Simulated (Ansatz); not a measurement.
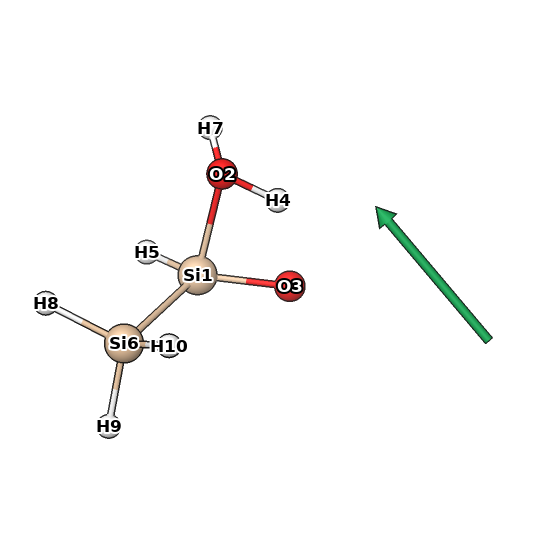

The arrow beside the molecule shows the direction of the dipole moment, from the negative to the positive end (its length means nothing). The computed structure is the end point of a PBE0-D4/def2-TZVP saddle-point search. Properties computed with RKS PBE0-D4/def2-TZVP (Ansatz 0.2.0).

**How large is the dipole moment?**

3.89 D; it points from the side of O3 to the side of H7 (the outermost atoms at the two ends).
